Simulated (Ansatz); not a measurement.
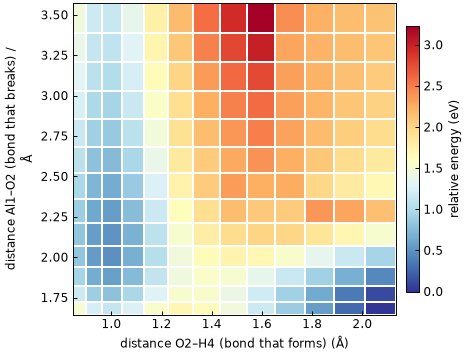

Energy landscape of the reacting system CH₄AlClO (fragments CH₄AlClO where the first distance is long, AlCl + CH₄O where the second is long). The first coordinate is: distance O2–H4 (bond that forms); the second: distance Al1–O2 (bond that breaks). Relaxed at each point: all other coordinates. Grid: 13 × 13 points. Points are written as (first, second). All energies are given in eV relative to the lowest grid point. Energies and slopes of some neighbouring points disagree (a jump in structure or state, or too coarse a mesh). The reference is spin-restricted, so regions where a bond is pulled apart into radicals lie too high. Computed with Ansatz 0.2.0, RKS SPW92 (LDA)/def2-SVP.

Drawn: one coloured cell a grid point. 

Q: Describe this landscape.

A: The lowest grid point is at (2.073 Å, 1.683 Å). It lies at the edge of the scanned range, so the true minimum may lie outside. Other grid points that lie below all their neighbours: (1.001 Å, 2.001 Å) (0.48 eV higher). The highest grid point, (1.596 Å, 3.483 Å), lies 3.23 eV above the lowest.

The input of one point:

```yaml
crystal:
  periodic: [false, false, false]
  atoms:
    - { symbol: Al, position_ang: [-0.569051, -0.113825, 1.559071] }
    - { symbol: O, position_ang: [0.187287, -0.489036, 0.103167] }
    - { symbol: C, position_ang: [0.448627, 0.029764, -1.158165] }
    - { symbol: H, position_ang: [-0.042291, -1.519825, 1.88701] }
    - { symbol: Cl, position_ang: [-1.623746, 1.536369, 2.263039] }
    - { symbol: H, position_ang: [1.542592, 0.136546, -1.355732] }
    - { symbol: H, position_ang: [0.002725, 1.041144, -1.323265] }
    - { symbol: H, position_ang: [0.053958, -0.621039, -1.975221] }
basis:
  gaussian: { orbitals: def2-SVP }
hamiltonian:
  xc: lda
output:
  forces: true
relax:
  f_tol: 0.02
  max_steps: 50
  escape_saddle: false
  constraints: [{ distance: [1, 3] }, { distance: [0, 1] }]
scf:
  lower_state_search: "off"
```

Each point was launched as `ansatz run input.yaml --threads 1 --pin off --max-ram 2560MiB --backend cpu --events-out ev --progress --plain --runs-dir out`. Time for the 169 points that were run: 36 min on 1 thread of Arm Neoverse V1, on a shared host.
